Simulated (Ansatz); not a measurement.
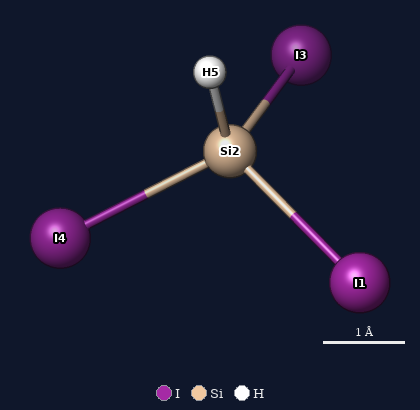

**Figure 1.** The input geometry (ball-and-stick view, seen at a tilt; atoms are numbered from 1 in the order of the input).

**Geometry relaxation, with input and output: SiHI3**

The run: geometry relaxation of SiHI3. Method and program: PBE/def2-SVP, RKS, core potentials def2-SVP (Ansatz 0.2.0).

The geometry comes from this level: PBE0-D4/def2-TZVP. Figures and captions count atoms from 1; the log counts them from 0 in places.

### The program's output
```
The last accepted step is kept in runs//last_step.txt (removed where the run ends without a failure and the disk answers)
Functional definition: PBE
  name "PBE"
  parameter kappa = 0.804
  parameter beta = 0.06672455060314922
  exchange = pbe_x(kappa = kappa, mu = beta*pi^2/3)
  correlation = pbe_c(beta = beta)
1202 factors; their error is unknown
mean field evaluation 1: about -32191.4980 eV, gradient 9.8e0 eV
mean field evaluation 2: about -32191.6721 eV, gradient 7.4e0 eV
mean field evaluation 4: about -32191.8832 eV, gradient 1.1e0 eV
mean field evaluation 8: about -32191.8513 eV, gradient 6.9e-2 eV
mean field -32191.85129927 eV, -1183.0287148277 hartree, gradient 7.9e-5 eV, S^2 0.000000; 0 other end points of the search recorded, 0 dependent functions left out
the calculation of the forces begins
reference -32191.85132986 eV, -1183.0287159519 hartree; 45, 45 occupied and 56, 56 virtual orbitals, 1202 factors
relax step   1: F+E_penalty+E_count = -32191.85129927 eV  Δ(F+E_penalty+E_count) = +0.000e0 eV  max|allowed force component| = 4.058e-1 eV/Å  Δτ_max = 0.0000 Å  (22 SCF iters, accepted)
these checks for a lower state are left out or cut short: starts, cluster_reference, orbital_swaps, neighbouring_geometries, increment
1202 factors; their error is unknown
mean field evaluation 16: about -32191.9052 eV, gradient 5.0e-2 eV
mean field -32191.87080241 eV, -1183.0294315550 hartree, gradient 1.6e-5 eV, S^2 0.000000; 0 other end points of the search recorded, 0 dependent functions left out
the calculation of the forces begins
reference -32191.87083337 eV, -1183.0294326924 hartree; 45, 45 occupied and 56, 56 virtual orbitals, 1202 factors
relax step   2: F+E_penalty+E_count = -32191.87080241 eV  Δ(F+E_penalty+E_count) = -1.950e-2 eV  max|allowed force component| = 2.356e-1 eV/Å  Δτ_max = 0.0638 Å  (26 SCF iters, accepted)
these checks for a lower state are left out or cut short: starts, cluster_reference, orbital_swaps, neighbouring_geometries, increment
1202 factors; their error is unknown
mean field -32191.87997037 eV, -1183.0297684713 hartree, gradient 2.7e-5 eV, S^2 0.000000; 0 other end points of the search recorded, 0 dependent functions left out
the calculation of the forces begins
reference -32191.88000120 eV, -1183.0297696042 hartree; 45, 45 occupied and 56, 56 virtual orbitals, 1202 factors
relax step   3: F+E_penalty+E_count = -32191.87997037 eV  Δ(F+E_penalty+E_count) = -9.168e-3 eV  max|allowed force component| = 3.633e-2 eV/Å  Δτ_max = 0.0269 Å  (25 SCF iters, accepted)
these checks for a lower state are left out or cut short: starts, cluster_reference, orbital_swaps, neighbouring_geometries, increment
1202 factors; their error is unknown
mean field evaluation 32: about -32191.8800 eV, gradient 6.3e-5 eV
mean field -32191.88000627 eV, -1183.0297697903 hartree, gradient 6.3e-5 eV, S^2 0.000000; 0 other end points of the search recorded, 0 dependent functions left out
the calculation of the forces begins
reference -32191.88003710 eV, -1183.0297709234 hartree; 45, 45 occupied and 56, 56 virtual orbitals, 1202 factors
relax step   4: F+E_penalty+E_count = -32191.88000627 eV  Δ(F+E_penalty+E_count) = -3.589e-5 eV  max|allowed force component| = 4.140e-3 eV/Å  Δτ_max = 0.0010 Å  (18 SCF iters, accepted)
these checks for a lower state are left out or cut short: starts, cluster_reference, orbital_swaps, neighbouring_geometries, increment
1202 factors; their error is unknown
mean field -32191.88000680 eV, -1183.0297698098 hartree, gradient 6.6e-6 eV, S^2 0.000000; 0 other end points of the search recorded, 0 dependent functions left out
the calculation of the forces begins
reference -32191.88003763 eV, -1183.0297709428 hartree; 45, 45 occupied and 56, 56 virtual orbitals, 1202 factors
relax step   5: F+E_penalty+E_count = -32191.88000680 eV  Δ(F+E_penalty+E_count) = -5.290e-7 eV  max|allowed force component| = 2.978e-5 eV/Å  Δτ_max = 0.0001 Å  (17 SCF iters, accepted)
```

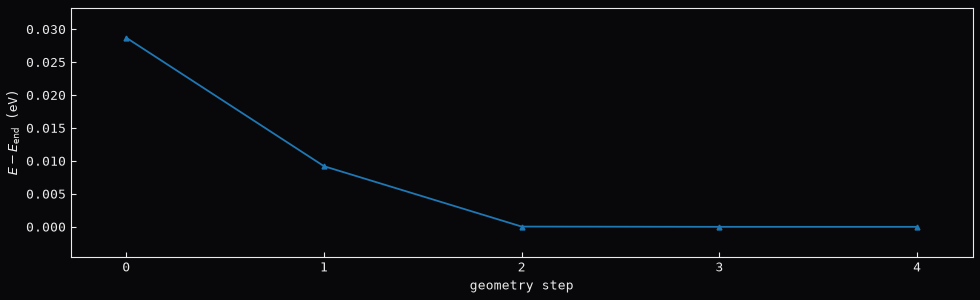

**Figure 2.** Progress of the relaxation, step by step (the first geometry is step 0 here and step 1 in the log).

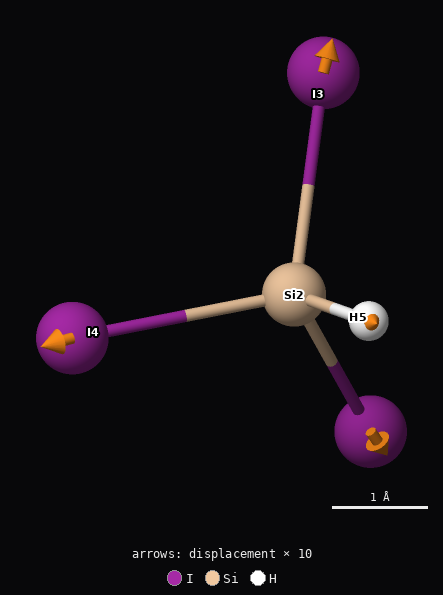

**Figure 3.** The starting structure with the displacements as orange arrows, magnified 10 times (ball-and-stick view, seen at a tilt). The two geometries are laid on each other by the best rigid fit. The largest moves after the best rigid fit, 0.038 Å, are those of I1, I3 and I4. Largest moves by element: I 0.038 Å, H 0.016 Å, Si 0.005 Å. Among the contacts that change: I1–Si2 2.426 → 2.462 Å, Si2–H5 1.476 → 1.497 Å. Over 4 geometry steps the energy falls by 0.029 eV. The largest force component goes from 0.41 to under 0.0001 eV/Å. (Atoms are counted from 1 in the order of the input.)

```
1202 factors; their error is unknown
mean field -32191.88000680 eV, -1183.0297698098 hartree, gradient 1.1e-5 eV, S^2 0.000000; 1 other end points of the search recorded, 0 dependent functions left out
the calculation of the forces begins
reference -32191.88003763 eV, -1183.0297709428 hartree; 45, 45 occupied and 56, 56 virtual orbitals, 1202 factors
Total energy: -32191.88003763 eV, -1183.0297709428 hartree
Atom 0 at    -1.448310    -0.061624     1.935018 Å, force    -0.000012    -0.000009     0.000006 eV/Å
Atom 1 at     0.054081     0.147160    -0.003747 Å, force    -0.000006    -0.000006     0.000015 eV/Å
Atom 2 at     1.983087    -1.366670     0.212649 Å, force    -0.000004     0.000005    -0.000007 eV/Å
Atom 3 at    -1.159244    -0.270793    -2.104399 Å, force     0.000017     0.000011     0.000016 eV/Å
Atom 4 at     0.570377     1.551926    -0.039522 Å, force     0.000005    -0.000000    -0.000030 eV/Å
Dipole moment:     0.030637     0.083362    -0.002126 e Å
```

### Trajectory as extended XYZ (Å, eV, eV/Å), 5 frames, from step=1 to step=5
```
5
Properties=species:S:1:pos:R:3:forces:R:3 step=1 energy=-32191.85130
I    -1.4269   -0.0664    1.9041   -0.2810  -0.0157   0.3732
Si    0.0559    0.1519   -0.0039   -0.0092  -0.0226   0.0010
I     1.9490   -1.3504    0.2095    0.3818  -0.2678   0.0409
I    -1.1426   -0.2721   -2.0705   -0.2250  -0.0561  -0.4058
H     0.5647    1.5369   -0.0392    0.1333   0.3621  -0.0094
5
Properties=species:S:1:pos:R:3:forces:R:3 step=2 energy=-32191.87080
I    -1.4602   -0.0507    1.9561    0.1483  -0.0067  -0.2039
Si    0.0522    0.1420   -0.0035   -0.0864  -0.2356   0.0057
I     2.0094   -1.3702    0.2146   -0.2144   0.1311  -0.0219
I    -1.1678   -0.2622   -2.1279    0.1174   0.0154   0.2223
H     0.5665    1.5411   -0.0393    0.0351   0.0958  -0.0023
5
Properties=species:S:1:pos:R:3:forces:R:3 step=3 energy=-32191.87997
I    -1.4482   -0.0617    1.9348    0.0006   0.0014  -0.0002
Si    0.0545    0.1482   -0.0038   -0.0134  -0.0363   0.0010
I     1.9828   -1.3666    0.2126    0.0004   0.0015  -0.0001
I    -1.1591   -0.2709   -2.1041    0.0006   0.0014   0.0001
H     0.5701    1.5511   -0.0395    0.0118   0.0320  -0.0009
5
Properties=species:S:1:pos:R:3:forces:R:3 step=4 energy=-32191.88001
I    -1.4483   -0.0616    1.9350    0.0000   0.0001   0.0001
Si    0.0541    0.1473   -0.0037   -0.0015  -0.0041   0.0001
I     1.9830   -1.3666    0.2126    0.0002   0.0000   0.0000
I    -1.1592   -0.2708   -2.1044   -0.0001   0.0001  -0.0002
H     0.5703    1.5518   -0.0395    0.0014   0.0039  -0.0001
5
Properties=species:S:1:pos:R:3:forces:R:3 step=5 energy=-32191.88001
I    -1.4483   -0.0616    1.9350    0.0000   0.0000   0.0000
Si    0.0541    0.1472   -0.0037    0.0000   0.0000   0.0000
I     1.9831   -1.3667    0.2126    0.0000   0.0000   0.0000
I    -1.1592   -0.2708   -2.1044    0.0000   0.0000   0.0000
H     0.5704    1.5519   -0.0395    0.0000   0.0000   0.0000
```

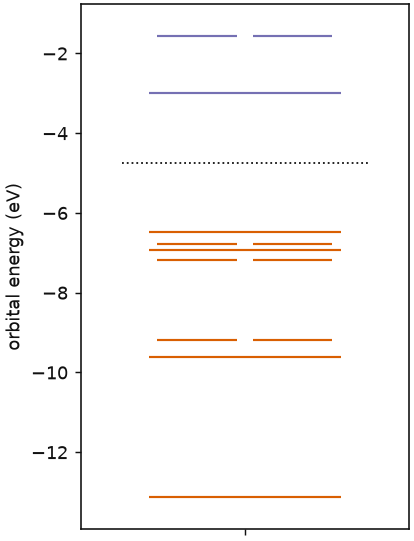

**Figure 4.** Orbital energies near the frontier; the dotted line parts filled from empty levels, and levels within 0.02 eV of each other stand side by side. Highest filled −6.49 eV, lowest empty −3.00 eV, 3.49 eV apart.

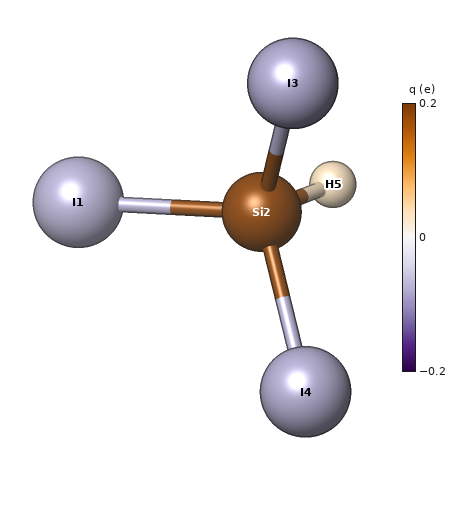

**Figure 5.** Mulliken charges, as the colour of each atom (ball-and-stick view, seen at a tilt; atoms are numbered from 1 in the order of the input). By element: I −0.08, Si +0.19 and H +0.04 e.

The run was set up as follows.

### The input
```yaml
crystal:
  periodic: [false, false, false]
  atoms:
    - {symbol: I, position_ang: [-1.426940, -0.066360, 1.904060]}
    - {symbol: Si, position_ang: [0.055860, 0.151940, -0.003930]}
    - {symbol: I, position_ang: [1.948980, -1.350390, 0.209480]}
    - {symbol: I, position_ang: [-1.142650, -0.272080, -2.070450]}
    - {symbol: H, position_ang: [0.564740, 1.536890, -0.039160]}
basis:
  gaussian:
    orbitals: def2-SVP
hamiltonian:
  xc: {name: PBE}
relax:
  f_tol: 0.002
output: {orbitals: {seedname: orbitals}}
```

Launched with:
```bash
ansatz run molecule.yaml --threads 1 --pin off --max-ram 3480MiB --events-out events.jsonl --progress --plain --runs-dir runs
```

### Results in brief

```csv
quantity,value
outcome,converged
total energy,−1183.029771 hartree
basis functions,101
largest force,0.000 eV/Å
SCF solution under orbital rotations,stable
HOMO,−6.49 eV
LUMO,−3.00 eV
dipole moment,0.43 D
hardware,"1 thread of Arm Neoverse V2, 24 GiB of memory available, shared host"
wall time,20 s
peak memory,0.15 GiB
```
